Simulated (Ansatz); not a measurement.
```
CELL_PARAMETERS angstrom
4.87533 0.00000 0.00000
-2.43767 4.22216 0.00000
0.00000 0.00000 5.82429
ATOMIC_POSITIONS crystal
Si 0.00000 0.00000 0.78321
Si 0.00000 0.00000 0.21679
Si 0.50000 0.00000 0.00000
Si 0.00000 0.50000 0.00000
Si 0.50000 0.50000 0.00000
O 0.00000 0.00000 0.50000
```

Space group P6/mmm; a structure generated by program, which may or may not match a known phase.

Level of theory: DFT PBE, scalar-relativistic, plane waves, PAW (Ansatz).

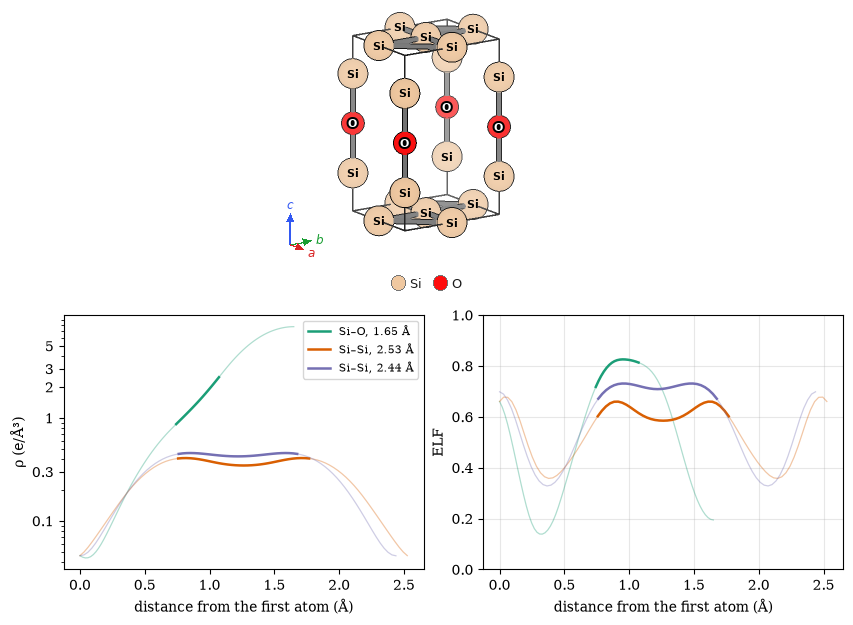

Si5O. Valence electron density and ELF along straight lines between neighbouring atoms. Thin, pale parts lie inside the atomic spheres. The structure is drawn too.

The density is the valence pseudo-density of a PAW calculation; it isn't the true density close to the nuclei.

Question: Compare the contacts.

Answer: Si–O (1.65 Å): ρ is about 1.1 e/Å³ halfway; the ELF peaks at about 0.85 between the atoms.
Si–Si (2.53 Å): ρ is about 0.35 e/Å³ halfway; the ELF peaks at about 0.65 between the atoms.
Si–Si (2.44 Å): the density is about 0.42 e/Å³ at the midpoint; the ELF peaks at about 0.75 between the atoms.
